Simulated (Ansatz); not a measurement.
Computed frozen-phonon scan: Li (bcc, W type)

Starting cell, Li (bcc, W type):

```
CELL_PARAMETERS angstrom
     -3.43479     3.43479     3.43479
      1.71739    -1.71739     1.71739
      1.71739     1.71739    -1.71739
ATOMIC_POSITIONS crystal
  Li 0.00000 0.00000 0.00000
  Li 0.50000 0.00000 0.00000
```

The atoms are displaced by Q × the pattern below (from a DFPT mode at N = (0.5, 0.0, 0.0), largest move 1; Q in Å), at fixed cell. (q is in reciprocal vectors of the primitive cell; the cell shown is doubled to hold the pattern.)

| atom | x | y | z |
|---|---|---|---|
| Li1 | 0.000 | -0.707 | -0.707 |
| Li2 | 0.000 | 0.707 | 0.707 |

These are PBE (plane waves to 420 eV, PAW, scalar-relativistic; Ansatz, a first-principles code) values and carry that method's errors. k mesh 19×19×19 (Γ-centred), Fermi-Dirac smearing 0.05 eV. The energy includes the smearing's −TS. With partly filled bands, energies and forces of such displacements shift with the k mesh and the smearing. Li was relaxed with its symmetry unable to fall. The PAW data are Ansatz's earlier set. ΔE is measured from the undisplaced structure.

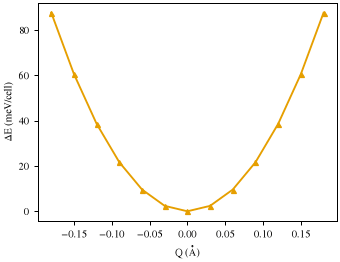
Figure. ΔE (meV/cell) against Q (Å); one marker a computed point.

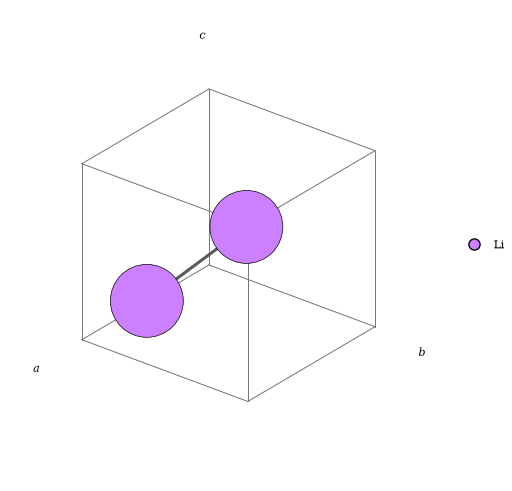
Figure: The cell of the calculation at Q = 0.180 Å.

The energy at Q = 0.180 Å is 88 meV/cell. Symmetry of the curve: even: the same for both signs. Harmonic wavenumber from the curvature (finite differences): 323 cm⁻¹. Wavenumber by perturbation theory (DFPT, on another k mesh): 320 cm⁻¹. Space group of the distorted cell: Cmme (No. 67), lowered from Im-3m.

E″ = 5.32 eV/Å², M = Σ mᵢ|uᵢ|² = 13.9 u, ν̃ = 521.5·√(|E″|/M).

(For displaced atoms, the force is minus the slope of the energy, and its curvature is a force constant, which sets phonon frequencies.)
